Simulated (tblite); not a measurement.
Geometry relaxation of CH8Si2 (part 2 of 2)

The same run, continued: CH8Si2; GFN2-xTB geometry optimisation, gas phase (tblite 0.8.0). 

Geometry of the input (Å):
```
Si -0.2302  -0.6091  -0.4337
Si 1.7438  0.3241  0.0322
C  -1.6545  0.2141  0.4366
H  -0.1784  -2.0679  -0.0781
H  -0.3709  -0.5006  -1.8923
H  2.6538  -0.1116  -1.0597
H  1.6559  1.7690  -0.0248
H  2.3046  -0.1400  1.2906
H  -2.1005  -0.5276  1.1379
H  -2.4119  0.4468  -0.3680
H  -1.3507  1.1559  0.9454
```

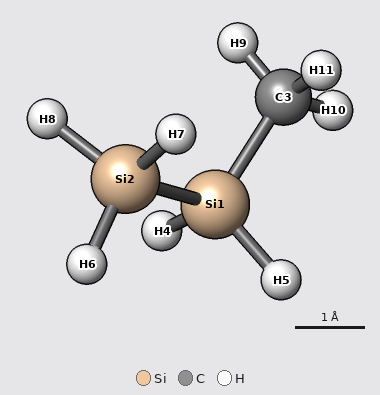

The geometry at step 72 of the log (ball-and-stick view, seen at a tilt; atoms are numbered from 1 in the order of the input).

Trajectory as extended XYZ, continued
```
11
Properties=species:S:1:pos:R:3:forces:R:3 step=48 energy=-262.70054
Si   -0.2355   -0.6744   -0.5377    0.0010   0.0210   0.0150
Si    1.7813    0.3075    0.0169   -0.0080   0.0020   0.0120
C    -1.6400    0.2001    0.4088   -0.0420   0.0040   0.0100
H    -0.3019   -2.1081   -0.2138    0.0050  -0.0010  -0.0070
H    -0.5421   -0.5920   -1.9755    0.0190   0.0100   0.0140
H     2.8360   -0.0156   -0.9460    0.0250   0.0040   0.0180
H     1.6917    1.7713    0.0703    0.0010   0.0090  -0.0370
H     2.2703   -0.0825    1.3430    0.0180  -0.0420  -0.0130
H    -1.9686   -0.3865    1.2630    0.0170   0.0260  -0.0200
H    -2.5062    0.3619   -0.2266   -0.0100  -0.0110   0.0310
H    -1.3242    1.1713    0.7837   -0.0260  -0.0230  -0.0230
11
Properties=species:S:1:pos:R:3:forces:R:3 step=52 energy=-262.69892
Si   -0.2454   -0.6913   -0.5941    0.0340  -0.0780  -0.0130
Si    1.7501    0.2871    0.0418   -0.0010  -0.0210  -0.0370
C    -1.5896    0.2046    0.4071   -0.1950   0.0810   0.1530
H    -0.3525   -2.1383   -0.3229    0.0200   0.0920  -0.0190
H    -0.5667   -0.5442   -2.0265    0.0410   0.0100   0.0700
H     2.8614    0.0006   -0.8675    0.0140  -0.0030   0.0200
H     1.6182    1.7475    0.1030    0.0250   0.0220  -0.0360
H     2.1732   -0.1037    1.3888    0.0380  -0.0500   0.0070
H    -1.7443   -0.2622    1.3861    0.0310   0.1290  -0.2760
H    -2.5495    0.2099   -0.1149    0.1660   0.0150   0.1690
H    -1.2940    1.2430    0.5851   -0.1740  -0.1960  -0.0390
11
Properties=species:S:1:pos:R:3:forces:R:3 step=56 energy=-262.70481
Si   -0.2397   -0.6868   -0.5722   -0.0310   0.0330   0.0200
Si    1.7610    0.2921    0.0355    0.0370   0.0200   0.0060
C    -1.6094    0.2025    0.4076   -0.0110   0.0320  -0.0290
H    -0.3398   -2.1267   -0.2889    0.0140   0.0030  -0.0040
H    -0.5521   -0.5521   -2.0046    0.0270   0.0070   0.0110
H     2.8509   -0.0086   -0.8950    0.0180  -0.0010   0.0150
H     1.6439    1.7559    0.0885    0.0180  -0.0170  -0.0300
H     2.2170   -0.0964    1.3741    0.0140  -0.0370  -0.0180
H    -1.8201   -0.3034    1.3441    0.0030  -0.0110   0.0350
H    -2.5385    0.2553   -0.1505   -0.0380  -0.0170   0.0050
H    -1.3122    1.2211    0.6475   -0.0520  -0.0130  -0.0120
11
Properties=species:S:1:pos:R:3:forces:R:3 step=60 energy=-262.71207
Si   -0.2456   -0.6827   -0.5760    0.0190   0.0140  -0.0360
Si    1.7673    0.2693    0.0538   -0.0090  -0.0180  -0.0180
C    -1.6157    0.2000    0.4031   -0.0540   0.0070   0.0820
H    -0.3871   -2.1305   -0.3452    0.0340   0.0530  -0.0170
H    -0.5223   -0.4641   -2.0050    0.0050  -0.0400  -0.0070
H     2.8819   -0.0161   -0.8516   -0.0080  -0.0220  -0.0320
H     1.6203    1.7302    0.0740    0.0510   0.0070   0.0270
H     2.2351   -0.1188    1.3876   -0.0280  -0.0030   0.0140
H    -1.7012   -0.2211    1.4037   -0.0270   0.0680  -0.0540
H    -2.5938    0.1305   -0.0689    0.0840  -0.0430   0.0270
H    -1.3778    1.2564    0.5107   -0.0690  -0.0210   0.0150
11
Properties=species:S:1:pos:R:3:forces:R:3 step=64 energy=-262.72102
Si   -0.2465   -0.6452   -0.5755    0.0330  -0.0400   0.0660
Si    1.7874    0.2516    0.0592   -0.0280   0.0100  -0.0200
C    -1.6366    0.2007    0.4157   -0.0210   0.0530  -0.0370
H    -0.3892   -2.0977   -0.3839    0.0190   0.0250   0.0200
H    -0.4841   -0.4242   -2.0089   -0.0630   0.0230  -0.0270
H     2.8958   -0.0451   -0.8515   -0.0230  -0.0350  -0.0140
H     1.6576    1.7123    0.0678    0.0730   0.0500   0.0540
H     2.2499   -0.1456    1.3923   -0.0270   0.0050   0.0010
H    -1.6587   -0.1432    1.4474    0.0130  -0.0200  -0.0490
H    -2.6154    0.0090   -0.0176    0.0290  -0.0220   0.0350
H    -1.4993    1.2805    0.4411   -0.0040  -0.0490  -0.0280
11
Properties=species:S:1:pos:R:3:forces:R:3 step=68 energy=-262.72441
Si   -0.2437   -0.6398   -0.5757   -0.0110   0.0090  -0.0730
Si    1.7888    0.2541    0.0571   -0.0020   0.0310   0.0070
C    -1.6344    0.2045    0.4136   -0.0450  -0.0630   0.0850
H    -0.3874   -2.0900   -0.3878    0.0210  -0.0230   0.0390
H    -0.4988   -0.4260   -2.0132   -0.0260   0.0220   0.0630
H     2.8957   -0.0525   -0.8526   -0.0260  -0.0270  -0.0030
H     1.6759    1.7169    0.0807    0.0630   0.0300   0.0310
H     2.2371   -0.1486    1.3941   -0.0130  -0.0040  -0.0100
H    -1.6470   -0.1360    1.4505    0.0330   0.0480  -0.1350
H    -2.6124   -0.0152   -0.0082    0.0260   0.0270   0.0170
H    -1.5129    1.2856    0.4276   -0.0200  -0.0500  -0.0220
11
Properties=species:S:1:pos:R:3:forces:R:3 step=72 energy=-262.73414
Si   -0.2439   -0.6069   -0.5792   -0.0010  -0.0010  -0.0250
Si    1.7963    0.2741    0.0508    0.0000  -0.0060   0.0190
C    -1.6578    0.1990    0.4060   -0.0210  -0.0150   0.0500
H    -0.3407   -2.0631   -0.3768    0.0030   0.0360   0.0110
H    -0.5180   -0.3973   -2.0084   -0.0240   0.0130  -0.0260
H     2.8789   -0.1039   -0.8633   -0.0230   0.0240   0.0150
H     1.7908    1.7405    0.1216    0.0080  -0.0210  -0.0280
H     2.2047   -0.1798    1.3825    0.0290  -0.0130   0.0290
H    -1.6064   -0.0894    1.4540   -0.0100   0.0250  -0.0260
H    -2.6332   -0.1063    0.0332    0.0510   0.0340   0.0130
H    -1.6098    1.2860    0.3659   -0.0120  -0.0770  -0.0320
11
Properties=species:S:1:pos:R:3:forces:R:3 step=76 energy=-262.73562
Si   -0.2435   -0.5982   -0.5771   -0.0050   0.0080  -0.0300
Si    1.8014    0.2713    0.0558   -0.0160  -0.0070   0.0240
C    -1.6648    0.1951    0.4078    0.0050  -0.0080   0.0020
H    -0.3405   -2.0529   -0.3771    0.0040   0.0020   0.0040
H    -0.5132   -0.3820   -2.0078   -0.0210   0.0080   0.0030
H     2.8751   -0.1104   -0.8649    0.0000   0.0080  -0.0010
H     1.8048    1.7374    0.1158    0.0050  -0.0090  -0.0080
H     2.2194   -0.1852    1.3848    0.0120   0.0010   0.0100
H    -1.6061   -0.0787    1.4581   -0.0100   0.0140   0.0010
H    -2.6363   -0.1233    0.0402    0.0100  -0.0170   0.0040
H    -1.6354    1.2799    0.3505    0.0150   0.0000  -0.0090
11
Properties=species:S:1:pos:R:3:forces:R:3 step=80 energy=-262.73635
Si   -0.2439   -0.5893   -0.5833    0.0040  -0.0090   0.0170
Si    1.8022    0.2693    0.0628   -0.0040  -0.0090  -0.0110
C    -1.6664    0.1924    0.4081   -0.0170   0.0090  -0.0010
H    -0.3376   -2.0438   -0.3800    0.0060  -0.0060  -0.0150
H    -0.5217   -0.3667   -2.0113   -0.0090   0.0030   0.0070
H     2.8697   -0.1175   -0.8636    0.0060  -0.0010   0.0070
H     1.8232    1.7349    0.1186   -0.0070   0.0010   0.0040
H     2.2212   -0.1911    1.3905    0.0020   0.0030   0.0010
H    -1.5943   -0.0595    1.4640   -0.0010   0.0250  -0.0390
H    -2.6348   -0.1524    0.0546    0.0210   0.0010   0.0170
H    -1.6565    1.2766    0.3257   -0.0010  -0.0190   0.0150
11
Properties=species:S:1:pos:R:3:forces:R:3 step=84 energy=-262.73667
Si   -0.2443   -0.5900   -0.5840   -0.0020  -0.0020  -0.0090
Si    1.8011    0.2663    0.0642    0.0070   0.0040   0.0010
C    -1.6660    0.1932    0.4061   -0.0030   0.0030   0.0200
H    -0.3377   -2.0451   -0.3873    0.0030  -0.0090  -0.0090
H    -0.5275   -0.3614   -2.0104    0.0010   0.0000   0.0080
H     2.8735   -0.1161   -0.8571    0.0110  -0.0100  -0.0080
H     1.8205    1.7321    0.1176   -0.0090   0.0010   0.0100
H     2.2214   -0.1935    1.3921   -0.0060   0.0060   0.0000
H    -1.5864   -0.0476    1.4629    0.0000  -0.0040   0.0010
H    -2.6340   -0.1616    0.0623    0.0160   0.0220   0.0070
H    -1.6596    1.2768    0.3197   -0.0170  -0.0100  -0.0190
11
Properties=species:S:1:pos:R:3:forces:R:3 step=88 energy=-262.73711
Si   -0.2452   -0.5868   -0.5877    0.0040  -0.0060  -0.0060
Si    1.8034    0.2618    0.0660   -0.0020   0.0020  -0.0080
C    -1.6654    0.1947    0.4078    0.0170  -0.0120  -0.0020
H    -0.3335   -2.0453   -0.4051   -0.0060   0.0140  -0.0010
H    -0.5373   -0.3484   -2.0108    0.0110   0.0000   0.0060
H     2.8821   -0.1220   -0.8491   -0.0100  -0.0030   0.0020
H     1.8220    1.7277    0.1229   -0.0030  -0.0030   0.0050
H     2.2150   -0.1995    1.3963   -0.0060   0.0050  -0.0030
H    -1.5671   -0.0202    1.4686   -0.0010   0.0090  -0.0020
H    -2.6309   -0.1841    0.0852   -0.0080   0.0000   0.0050
H    -1.6821    1.2752    0.2919    0.0030  -0.0060   0.0030
11
Properties=species:S:1:pos:R:3:forces:R:3 step=92 energy=-262.73722
Si   -0.2447   -0.5902   -0.5896   -0.0020   0.0030   0.0020
Si    1.8004    0.2613    0.0663    0.0050   0.0030   0.0030
C    -1.6614    0.1937    0.4078   -0.0120   0.0070   0.0050
H    -0.3352   -2.0478   -0.4100   -0.0050  -0.0040   0.0010
H    -0.5366   -0.3474   -2.0111    0.0070   0.0000  -0.0080
H     2.8799   -0.1221   -0.8472   -0.0010  -0.0010  -0.0020
H     1.8150    1.7270    0.1254    0.0000   0.0010  -0.0010
H     2.2109   -0.1971    1.3978   -0.0040   0.0000  -0.0010
H    -1.5620   -0.0165    1.4697    0.0010   0.0010  -0.0110
H    -2.6297   -0.1821    0.0886    0.0080  -0.0020   0.0090
H    -1.6756    1.2741    0.2885    0.0030  -0.0070   0.0030
11
Properties=species:S:1:pos:R:3:forces:R:3 step=96 energy=-262.73728
Si   -0.2450   -0.5877   -0.5902   -0.0040  -0.0010  -0.0060
Si    1.8009    0.2608    0.0676   -0.0040  -0.0010  -0.0020
C    -1.6629    0.1936    0.4083    0.0030   0.0000  -0.0040
H    -0.3345   -2.0461   -0.4148   -0.0070   0.0020   0.0020
H    -0.5326   -0.3416   -2.0127    0.0030  -0.0020   0.0050
H     2.8784   -0.1265   -0.8467    0.0020   0.0020   0.0000
H     1.8181    1.7262    0.1267    0.0020   0.0030  -0.0010
H     2.2091   -0.1994    1.3988    0.0000  -0.0010   0.0040
H    -1.5565   -0.0067    1.4711    0.0050  -0.0030  -0.0010
H    -2.6299   -0.1921    0.0981    0.0020   0.0010   0.0010
H    -1.6842    1.2726    0.2799   -0.0040  -0.0010   0.0020
```

Key numbers

```csv
quantity,value
outcome,converged
total energy,−262.7373 eV
hardware,"1 CPU thread, shared host"
wall time,1.6 s
peak memory,0.18 GiB
```
